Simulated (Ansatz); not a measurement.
**Effect of Li interstitial (started 1.64 Å from the nearest host atom), symmetric start on Rh**

Consider a 27-atom supercell of Rh in the fcc (Cu type) structure (space group Fm-3m, No. 225; a = 3.780 Å) at its relaxed geometry.

The change: one Li atom is added in an open site, starting 1.64 Å from the nearest host atom, atoms relaxed at fixed cell.

The values are results of Ansatz (a quantum-chemistry and plane-wave program), PBEsol, PAW, cutoff 420 eV, no spin-orbit coupling, earlier PAW set, not measurements. Settings: 5×5×5 k-points, 0.05 eV Fermi–Dirac smearing.

The pressure goes from zero to 10.8 GPa and the final site of the added atom is 4 Rh at 1.91 Å (tetrahedral).

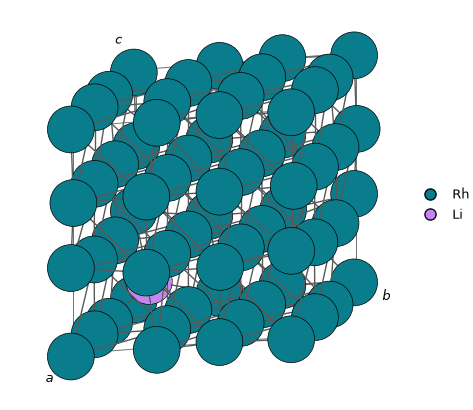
Fig. 1. The relaxed cell after the change

Cost of the whole job for the changed cell (relaxation, final SCF and bands): roughly 16 core-minutes.

In so small a cell the defect repeats every few ångströms: this is an ordered compound, not a dilute defect. The defect started on the symmetric site and kept its symmetry, so it may sit on a saddle. The final runs are not spin-polarised. The defect cell is not spin-polarised.
